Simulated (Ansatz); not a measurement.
CH₇BO₂Si (SMILES OCOB[SiH3])

Input

```
crystal:
  periodic: [false, false, false]
  atoms:
    - {symbol: O, position_ang: [-1.345025, 0.796669, 0.901621]}
    - {symbol: C, position_ang: [-1.533362, 0.164689, -0.315153]}
    - {symbol: O, position_ang: [-0.529557, 0.511812, -1.256921]}
    - {symbol: B, position_ang: [0.770090, 0.218503, -1.032412]}
    - {symbol: Si, position_ang: [1.498866, -0.731668, 0.612131]}
    - {symbol: H, position_ang: [-1.494631, 1.740659, 0.790378]}
    - {symbol: H, position_ang: [-1.502230, -0.908013, -0.115689]}
    - {symbol: H, position_ang: [-2.483308, 0.435146, -0.784190]}
    - {symbol: H, position_ang: [1.517898, 0.600650, -1.891251]}
    - {symbol: H, position_ang: [0.516680, -1.592153, 1.328876]}
    - {symbol: H, position_ang: [2.002997, 0.293897, 1.569596]}
    - {symbol: H, position_ang: [2.658685, -1.585391, 0.226913]}
basis:
  gaussian: {orbitals: def2-TZVPP}
hamiltonian: {xc: pbe0, dispersion: d4}
output: {orbitals: {seedname: orbitals}}
```

Launched as:

```sh
ansatz run in.yaml --threads 4 --pin off --events-out ev --progress --plain --max-ram 10444MiB
```

Geometry: PBE0-D4/def2-TZVP.

The calculation used RKS PBE0-D4/def2-TZVPP in Ansatz 0.2.0.

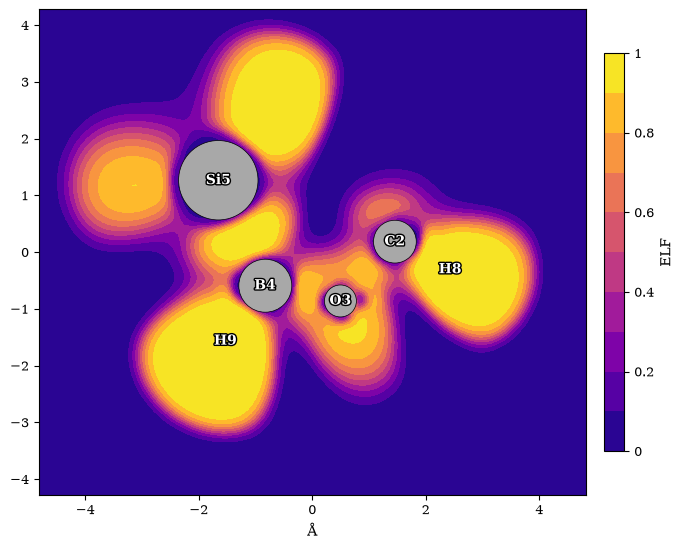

Figure 1. ELF on the plane of atoms Si5, B4 and H9. Grey discs cover the atomic cores.

Question: Describe what can be read from this map.

Answer:
- Atoms in the plane: C, O, B, Si and H.
- B–O (1.35 Å): the ELF peaks at about 0.90 between the atoms (a polar covalent bond).
- Si–B (2.03 Å): the ELF peaks at about 1 between the atoms, as expected for a covalent bond.
- C–H (1.09 Å): the ELF climbs to about 1 towards the hydrogen, as it does in any bond to H: an ordinary covalent bond to hydrogen.
- B–H (1.20 Å): the ELF climbs to about 1 towards the hydrogen (a covalent bond by its length).
- The ELF also peaks beside O3, away from the bonds: lone-pair regions.

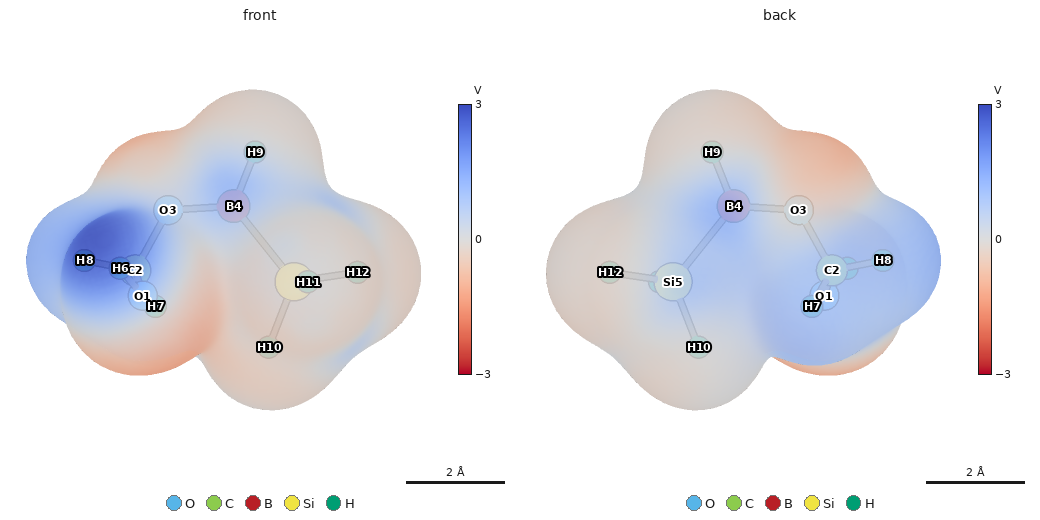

Figure 2. The molecular electrostatic potential painted on the density surface at 0.002 e/bohr³, seen from the front and from behind; the colour scale runs from red (negative) to blue (positive).

Question: Where is the surface potential most negative and most positive?

Answer: The most negative region (about −1.1 V) lies over O1, the most positive (about +2.8 V) over H6. O1 is the likeliest acceptor of a hydrogen bond.

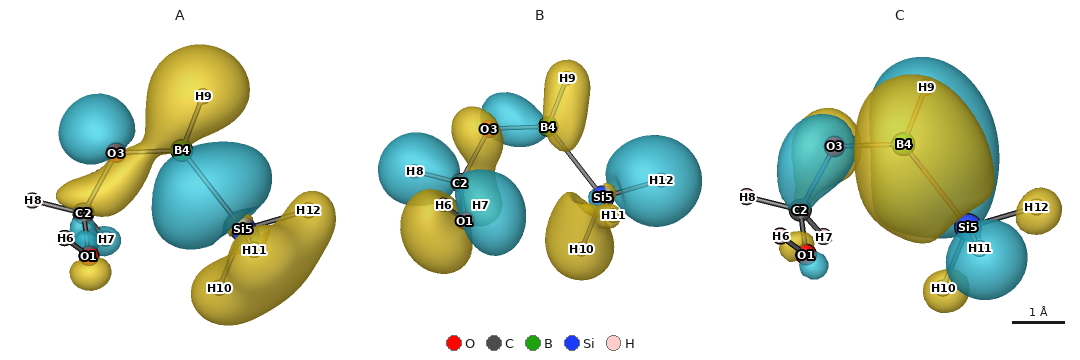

Figure 3. Three frontier orbitals at ±0.08 Å⁻³ᐟ² (yellow and cyan are the two phases), in no order.

Question: Order the three orbitals by energy and name them.

Answer: B is the HOMO−1 (−9.05 eV). It lies mainly on O1 (about 45 %), Si5 (about 10 %), H12 (about 10 %), C2 (about 10 %) and O3 (about 5 %). A is the HOMO (−7.65 eV). Its weight (Hirshfeld) is mainly on Si5 (about 30 %), B4 (about 30 %), O3 (about 15 %) and H9 (about 10 %). C is the LUMO (−1.15 eV). By Hirshfeld shares it lies mainly on B4 (about 50 %), Si5 (about 20 %), O3 (about 10 %) and H9 (about 5 %).

Question: What is the HOMO–LUMO gap?

Answer: 6.50 eV between the orbital energies.
